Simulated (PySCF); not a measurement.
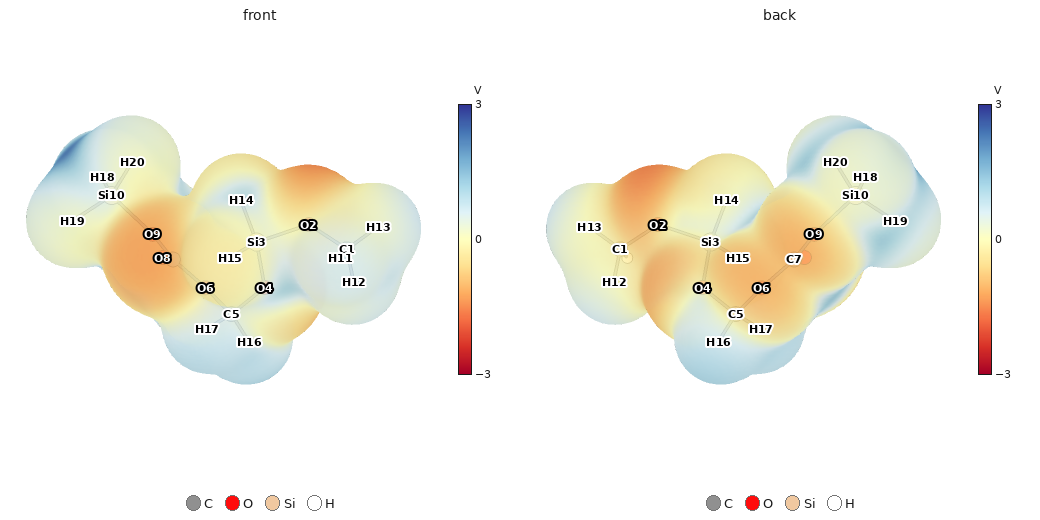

*C₃H₁₀O₅Si₂ (SMILES CO[SiH2]OCOC(=O)O[SiH3]). The molecular electrostatic potential painted on the density surface at 0.002 e/bohr³, seen from the front and from behind; the colour scale runs from red (negative) to blue (positive).*

Geometry: GFN2-xTB.

All numbers below come from PBE0/pcSseg-1, SCF density, gas phase, non-relativistic in PySCF 2.14.0.

```xyz
20

C     3.9025   -0.1124    0.1629
O     2.6385   -0.1481    0.7582
Si    1.1935   -0.4691    0.1183
O     1.0494    0.5858   -1.1364
C    -0.0087    0.7503   -1.9753
O    -1.1606    1.2288   -1.3000
C    -1.8156    0.3116   -0.5925
O    -1.5422   -0.8588   -0.5752
O    -2.8042    0.8388    0.0693
Si   -3.7293   -0.1552    1.0480
H     4.2236   -1.1201   -0.1110
H     3.8935    0.5123   -0.7318
H     4.6031    0.3026    0.8887
H     0.3814   -0.1354    1.2748
H     1.0799   -1.8246   -0.4113
H     0.2338    1.5282   -2.7070
H    -0.2665   -0.1940   -2.4779
H    -4.6221    0.8818    1.5446
H    -4.3862   -1.1518    0.2101
H    -2.8690   -0.7599    2.0563
```

Question: Which sites attract a positive test charge, and which a negative one?

Answer: A positive charge is drawn to the negative regions and a negative charge to the positive ones. The most negative region (about −1.5 V) lies over O2, the most positive (about +2.0 V) over Si10. O2 is the likeliest acceptor of a hydrogen bond.

Question: What dipole moment does the calculation give?

Answer: Its dipole moment is 1.19 D.
